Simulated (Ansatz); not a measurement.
**SiH$_{5}$BrO: geometry relaxation (part 2 of 2)**

The same run, continued: SiH$_{5}$BrO; RKS r2SCANh-D4/def2-SVP (Ansatz 0.2.0). The input holds or restrains some coordinates. Forces given for the steps count only the free coordinates. It belongs to a series of runs on one base structure; here: pulled along the bonds that form and break, towards end B.

Geometry of the input (Å):
```
Si 0.0000  0.0000  0.0000
H  0.0000  0.0000  1.8100
O  1.5842  0.0000  -0.5594
H  1.9006  -0.9521  -0.6761
H  -0.6877  1.1914  -0.4862
H  -0.6877  -1.1914  -0.4862
Br 1.3688  2.0643  0.8230
H  0.5179  0.7810  1.9196
```

### Trajectory as extended XYZ, continued
```
8
Properties=species:S:1:pos:R:3:forces:R:3 step=4 energy=-80036.98242
Si    0.2245    0.3467   -0.2732    0.7399  -0.1677  -0.2760
H    -0.0834   -0.1260    2.3322   -2.0403  -2.9808   0.3889
O     1.7264   -0.1599   -0.7643   -0.2709  -0.1217  -0.4017
H     1.9061   -1.0994   -0.7348   -0.1589  -0.4566  -0.2805
H    -0.8340    1.2692   -0.6543   -0.5738   0.0208  -0.8920
H    -0.5696   -1.0366   -0.3411    0.7278   0.9827   1.0014
Br    1.3226    2.2655    0.5065   -0.3357  -0.0614   0.6640
H     0.3036    0.4338    2.2736    1.9119   2.7846  -0.2041
8
Properties=species:S:1:pos:R:3:forces:R:3 step=5 energy=-80037.52769
Si    0.2791    0.3913   -0.2862   -0.5938   0.3809  -0.0451
H    -0.1093   -0.1666    2.3133   -1.3379  -1.9918   0.1276
O     1.7079   -0.1791   -0.8309    0.6680  -0.3882  -0.7011
H     1.8605   -1.1287   -0.7726   -0.2217   0.0255  -0.2269
H    -0.8533    1.2328   -0.7707    0.2021  -0.1675  -0.6976
H    -0.4860   -0.9539   -0.1859    0.4146   0.6324   0.9605
Br    1.3099    2.2819    0.5664   -0.3705  -0.3258   0.4526
H     0.2873    0.4155    2.3113    1.2392   1.8346   0.1300
8
Properties=species:S:1:pos:R:3:forces:R:3 step=6 energy=-80037.99249
Si    0.3055    0.4129   -0.3097   -0.7528   0.6327   0.0482
H    -0.1208   -0.1912    2.2595   -0.4902  -0.7810   0.0586
O     1.6998   -0.1936   -0.9077    0.5409  -0.1614  -0.7463
H     1.8335   -1.1432   -0.8300   -0.1650   0.0088  -0.1536
H    -0.8372    1.2108   -0.9020    0.6082  -0.3544  -0.5085
H    -0.4333   -0.8880   -0.0101    0.2648   0.5393   0.7704
Br    1.2770    2.2710    0.6433   -0.4009  -0.5000   0.2162
H     0.2716    0.4144    2.4015    0.3951   0.6160   0.3150
8
Properties=species:S:1:pos:R:3:forces:R:3 step=7 energy=-80038.35835
Si    0.3139    0.4349   -0.3285   -0.1376   0.3086   0.0321
H    -0.1261   -0.1974    2.2262   -0.4085  -0.6510   0.0715
O     1.6841   -0.1995   -0.9990   -0.0139  -0.1491  -0.4414
H     1.8203   -1.1483   -0.8745   -0.1496   0.2581  -0.1157
H    -0.7888    1.1742   -1.0334    0.5256  -0.2723  -0.3981
H    -0.4034   -0.8123    0.1674    0.2908   0.6280   0.4301
Br    1.2383    2.2581    0.7171   -0.4314  -0.6129  -0.0185
H     0.2577    0.3835    2.4693    0.3246   0.4905   0.4401
8
Properties=species:S:1:pos:R:3:forces:R:3 step=8 energy=-80038.64096
Si    0.3181    0.4485   -0.3461    0.0043   0.7403  -0.1724
H    -0.0850   -0.2261    2.2100   -0.5422  -0.8969  -0.0817
O     1.6448   -0.2143   -1.0737   -0.1047  -0.1195  -0.2118
H     1.7894   -1.1466   -0.8774    0.0192   0.1085  -0.0715
H    -0.6999    1.1337   -1.1995    0.3585  -0.2088  -0.1825
H    -0.3953   -0.6831    0.3198    0.1360   0.3019   0.2110
Br    1.1542    2.2568    0.7828   -0.3654  -0.6583  -0.2085
H     0.2699    0.3243    2.5288    0.4942   0.7328   0.7174
8
Properties=species:S:1:pos:R:3:forces:R:3 step=9 energy=-80038.79520
Si    0.3012    0.4624   -0.3919    0.2282   0.8748  -0.1417
H    -0.0219   -0.1987    2.1845   -0.2893  -0.5184   0.0574
O     1.5923   -0.2321   -1.1566   -0.0895  -0.4226   0.0876
H     1.7848   -1.1344   -0.8629    0.0816   0.3249  -0.1209
H    -0.6245    1.0884   -1.3761    0.1690  -0.0540   0.0852
H    -0.4021   -0.5705    0.4089   -0.0074   0.1020   0.0054
Br    1.0734    2.2102    0.8737   -0.3125  -0.5600  -0.5673
H     0.2929    0.2679    2.6652    0.2201   0.2532   0.5943
8
Properties=species:S:1:pos:R:3:forces:R:3 step=10 energy=-80038.82931
Si    0.2451    0.4986   -0.4116    0.2586   0.7095  -0.1879
H     0.1265   -0.2712    2.1505   -0.7137  -1.1709  -0.6620
O     1.5256   -0.2906   -1.0911   -0.0814   0.0608  -0.0556
H     1.8009   -1.1175   -0.6927    0.1314  -0.0783   0.1231
H    -0.5305    1.1092   -1.5179    0.0278   0.0194   0.1110
H    -0.5568   -0.4444    0.3979   -0.1157   0.0493  -0.0006
Br    0.9466    2.2442    0.8843   -0.2234  -0.4358  -0.5748
H     0.4388    0.1649    2.6253    0.7164   0.8460   1.2468
8
Properties=species:S:1:pos:R:3:forces:R:3 step=11 energy=-80038.86373
Si    0.1937    0.5103   -0.4371    0.1716   0.6629  -0.1061
H     0.2563   -0.3450    2.1118   -0.7893  -1.3476  -0.8719
O     1.4735   -0.3464   -1.0420    0.2702  -0.8537   0.7019
H     1.8482   -1.0882   -0.5129   -0.4363   0.9609  -0.5510
H    -0.4750    1.1544   -1.5998    0.0738  -0.1337   0.1494
H    -0.7225   -0.3436    0.3692    0.0478   0.0972  -0.1249
Br    0.8608    2.2596    0.8720   -0.1589  -0.3766  -0.5309
H     0.5612    0.0921    2.5835    0.8211   0.9907   1.3334
8
Properties=species:S:1:pos:R:3:forces:R:3 step=12 energy=-80038.91895
Si    0.1602    0.5357   -0.4383    0.1602   0.6478   0.0134
H     0.4010   -0.4631    2.0405   -0.5271  -1.4685  -0.7287
O     1.4501   -0.3649   -0.9429    0.0532  -0.4219   0.4216
H     1.7946   -1.0516   -0.3465   -0.1562   0.4576  -0.3018
H    -0.4336    1.1467   -1.6501    0.0345  -0.0572   0.0598
H    -0.8167   -0.2637    0.3469    0.0179   0.0691  -0.0950
Br    0.8110    2.2972    0.8610   -0.1859  -0.3440  -0.4879
H     0.6295    0.0568    2.4741    0.6032   1.1170   1.1186
8
Properties=species:S:1:pos:R:3:forces:R:3 step=13 energy=-80038.96727
Si    0.1192    0.5546   -0.4297    0.2890   0.5673   0.0454
H     0.4854   -0.5587    1.9730   -0.5934  -1.5227  -0.5811
O     1.3993   -0.4068   -0.8399   -0.0924  -0.0480   0.1875
H     1.7909   -0.9853   -0.1748   -0.0623   0.1563  -0.0643
H    -0.3798    1.1278   -1.6957    0.0005   0.0038  -0.0049
H    -0.9340   -0.1673    0.3208   -0.0329   0.0122  -0.0109
Br    0.7585    2.3307    0.8595   -0.1885  -0.3566  -0.4748
H     0.7565   -0.0018    2.3315    0.6800   1.1877   0.9030
8
Properties=species:S:1:pos:R:3:forces:R:3 step=14 energy=-80039.01280
Si    0.0863    0.5746   -0.4228    0.2974   0.3890   0.0773
H     0.5587   -0.6771    1.9058   -0.3847  -1.1029  -0.1798
O     1.3545   -0.4457   -0.7374    0.0005  -0.0645   0.4453
H     1.7933   -0.9074   -0.0022   -0.3107   0.3404  -0.4009
H    -0.3432    1.1083   -1.7389    0.0362  -0.0604   0.1149
H    -1.0236   -0.0699    0.3309    0.0551   0.0551  -0.1188
Br    0.7234    2.3719    0.8408   -0.1653  -0.3905  -0.4438
H     0.8467   -0.0615    2.1684    0.4713   0.8337   0.5058
8
Properties=species:S:1:pos:R:3:forces:R:3 step=15 energy=-80038.98916
Si    0.0740    0.5659   -0.4216   -0.0613   0.8917  -0.0821
H     0.6991   -0.6804    1.8561   -0.3322  -1.6281  -0.5009
O     1.3177   -0.4642   -0.7157    0.1455  -0.1345   0.1350
H     1.7185   -0.8714    0.0578    0.1095  -0.0628  -0.0451
H    -0.3009    1.1044   -1.7470   -0.0403   0.0168   0.0415
H    -1.0766   -0.0510    0.2742   -0.0191  -0.0378   0.0649
Br    0.7159    2.3511    0.8574   -0.1806  -0.3699  -0.4393
H     0.8483   -0.0612    2.1835    0.3784   1.3246   0.8260
8
Properties=species:S:1:pos:R:3:forces:R:3 step=16 energy=-80038.98593 accepted=F
Si    0.0768    0.5741   -0.4347    0.2828   0.4173   0.4853
H     0.5827   -0.6880    1.8630   -0.5674  -1.5725  -0.3639
O     1.3365   -0.4609   -0.6858   -0.0855   0.0983  -0.2396
H     1.7994   -0.8629    0.0549   -0.1002   0.0984   0.0118
H    -0.3602    1.1080   -1.7389    0.0793  -0.0482  -0.0613
H    -1.0342   -0.0555    0.3215   -0.0462   0.0507  -0.0919
Br    0.7454    2.3562    0.8382   -0.2048  -0.3327  -0.4756
H     0.8498   -0.0778    2.1264    0.6420   1.2888   0.7352
8
Properties=species:S:1:pos:R:3:forces:R:3 step=17 energy=-80038.99718
Si    0.0757    0.5667   -0.4215    0.0513   0.7384   0.0399
H     0.6422   -0.6822    1.8695   -0.4503  -1.5955  -0.4376
O     1.3240   -0.4629   -0.7147    0.0669  -0.0558   0.0588
H     1.7575   -0.8649    0.0437    0.0348  -0.0131  -0.0218
H    -0.3192    1.1015   -1.7411   -0.0162   0.0087   0.0114
H    -1.0652   -0.0530    0.2913   -0.0080  -0.0140   0.0273
Br    0.7288    2.3529    0.8507   -0.1866  -0.3685  -0.4441
H     0.8523   -0.0649    2.1668    0.5080   1.2999   0.7661
```

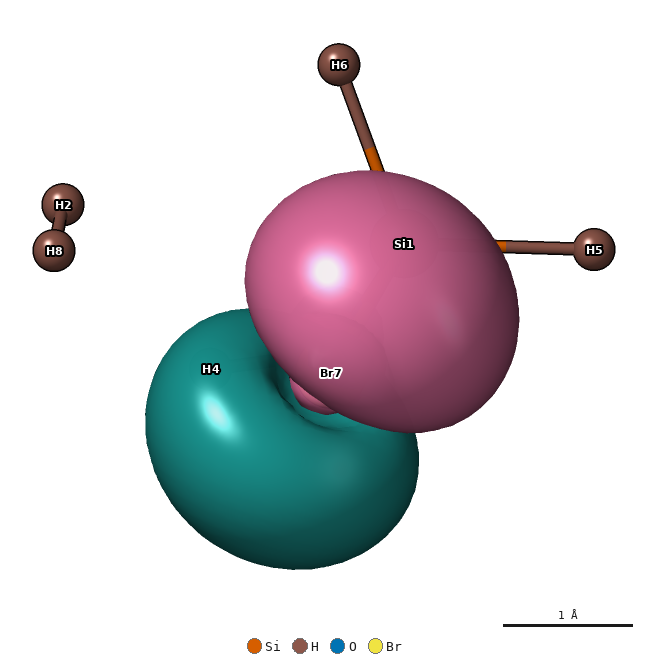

**Figure 1.** One frontier orbital at ±0.15 Å⁻³ᐟ² (teal and pink are the two phases), seen from the side. The HOMO−1, at −7.91 eV.

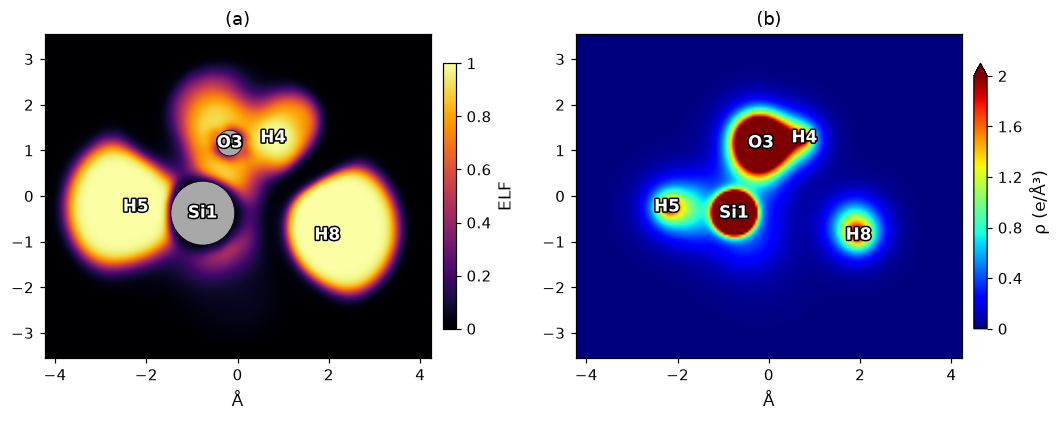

**Figure 2.** (a) electron localisation function; (b) total electron density on the plane of atoms Si1, O3 and H4. Grey discs, where drawn, cover atomic cores.

### Key numbers

- outcome: converged under the restraints of the input
- total energy: −80038.9972 eV
- mean-field energy: −80038.9592 eV
- largest force (length of the vector) at the end, held atoms and coordinates included: 1.715 eV/Å
- hardware: 2 threads of Arm Neoverse V1, 24 GiB of memory available, shared host
- wall time: 53 s (CPU time 1.7 min)
- peak memory: 0.2 GiB
